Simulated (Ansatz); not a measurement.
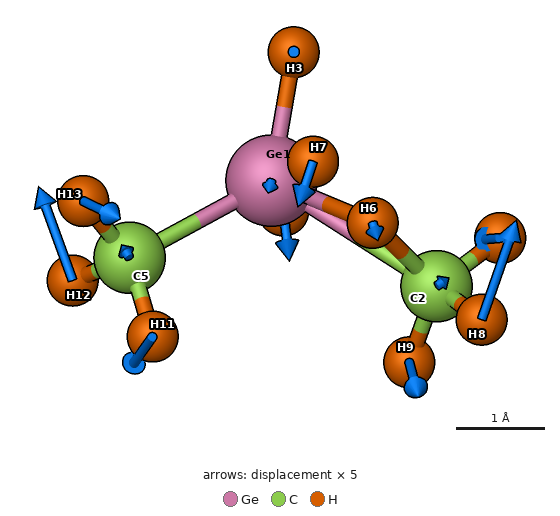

A constrained relaxation of C2H10Ge. The starting structure is drawn; blue arrows show the displacements, magnified 5 times. The two geometries are superimposed by the best rigid fit.

A ball-and-stick model, seen from a free direction.

The reaction that was planned forms Ge1–H7, C2–H6 and breaks Ge1–C2, H6–H7 (atoms numbered from 1 in input order).

These are results of Ansatz, RKS PBE0-D4/def2-SVP, not measurements. Settings: held fixed: the distance between atoms 1 (Ge) and 7 (H), the distance between atoms 2 (C) and 6 (H), the distance between atoms 1 (Ge) and 2 (C), the distance between atoms 6 (H) and 7 (H), counting from 1; force threshold 0.04 eV/Å; at most 150 steps.

Which element moves most?

Answer. Hydrogen: up to 0.25 Å, against 0.04 Å for carbon.

What did the optimiser do to the structure, and how much energy did it gain?

Answer. After 7 geometry steps the energy has fallen by 0.088 eV. Largest force component: 0.73 eV/Å at the start, 0.039 eV/Å at the end. The forces were under the threshold at step 4, but the run went on from there. The largest move after the best rigid fit is that of an H atom, 0.25 Å. By element the largest moves are H 0.25 Å, C 0.04 Å, Ge 0.04 Å. Some distances before and after: Ge–H 1.499 → 1.531 Å, C–Ge 1.970 → 1.939 Å, Ge–H 1.801 → 1.819 Å, C–H 1.085 → 1.101 Å. Bond angles that change, for instance: H–C–H 85.7° → 78.3°, H–C–H 127.7° → 120.9°, H–C–H 116.0° → 121.8°. Cost: 5.5 s on 8 threads of Intel Xeon 6975P-C, on a shared host.
